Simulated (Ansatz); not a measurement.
The relaxed structure here is a generated cell of SnSe: the first start was made by placing the elements on the sites of a structure type, and the end was not matched to a known phase here, so it may be hypothetical. Known forms of SnSe include space group No. 62.

One stationary structure of SnSe. Method: PBE (plane waves to 420 eV, PAW, scalar-relativistic; Ansatz, a program for electronic structure).

I4mm (No. 107), tI4; a = b = 4.288 Å, c = 6.089 Å, α = β = γ = 90.00°.

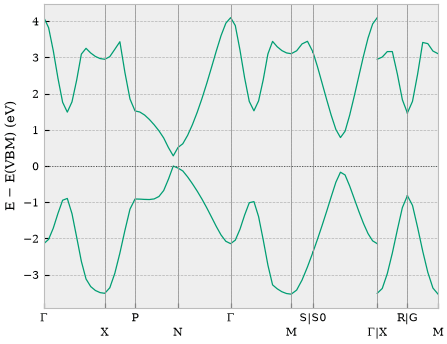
Highest filled and lowest empty band along the path of this cell's Brillouin zone

### Question
Read off the gap and say whether it is direct.

### Answer
0.28 eV, direct at 89 % of the way from P to N (no spin-orbit coupling).

### Question
How far does the top valence band disperse along this path?

### Answer
About 3.5 eV.

No spin polarisation in the result.

It was reached from a disturbed copy of a P6₃mc (No. 186) cell, against which it lies -97 meV/atom.
